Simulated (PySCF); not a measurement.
C4H7Cl2 (SMILES C[C](CCl)CCl) (doublet)

```tsv
atom	x (Å)	y (Å)	z (Å)
C	-1.0076	-1.1208	0.1027
C	-0.0077	-0.0297	0.0132
C	1.3330	-0.2843	-0.4865
Cl	2.4671	-0.6323	0.9578
C	-0.3812	1.3246	0.3930
Cl	-1.0322	2.2236	-1.1069
H	-1.7682	-0.9999	-0.6749
H	-1.5306	-1.0954	1.0592
H	-0.5402	-2.0930	-0.0237
H	1.7928	0.5770	-0.9654
H	1.4154	-1.1771	-1.1003
H	0.4600	1.9347	0.7137
H	-1.2050	1.3732	1.1003
```

Geometry: GFN2-xTB.

Method: PySCF 2.14.0, density-fitted response routines, UKS B3LYP, pcH-1 on C Cl H, non-relativistic, mean-field spin-orbit, GIAO.

Question: What can the converged electron density, electron localisation function and spin density tell about the bonding?

Answer: C–C (1.45 Å): ρ is about 1.9 e/Å³ halfway; the ELF peaks at about 0.95 between the atoms; localised, covalent bonding.
C–H (1.09 Å): the density is about 2 e/Å³ at the midpoint; the ELF climbs to about 1 towards the hydrogen, as it does in any bond to H (an ordinary covalent bond to hydrogen).
The unpaired spin (1 electron) lies mostly on C2 (about 0.5), Cl4 (about 0.1) and Cl6 (about 0.1), in electrons by Hirshfeld's partition.

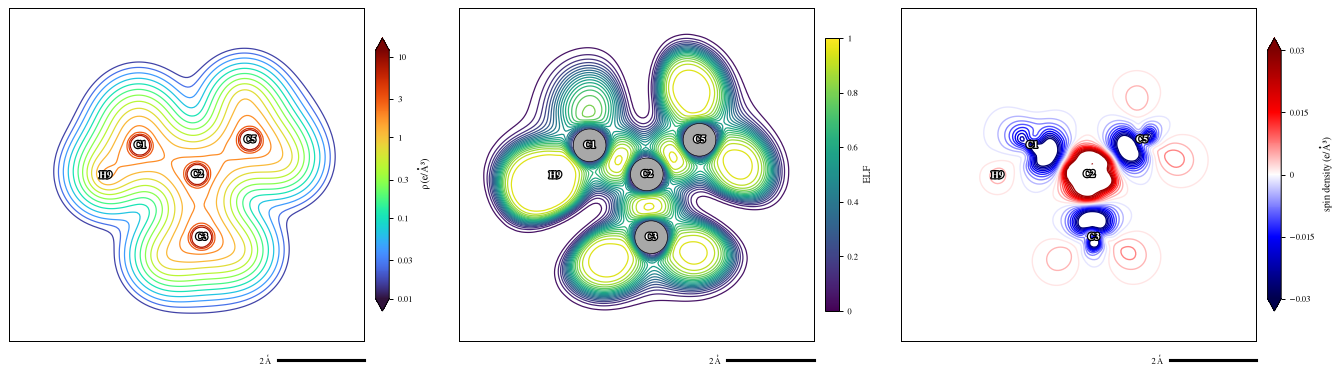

Computed electron density, electron localisation function and spin density on the plane of atoms C3, C2 and C5, in this order. Grey discs cover the atomic cores in the ELF map. 
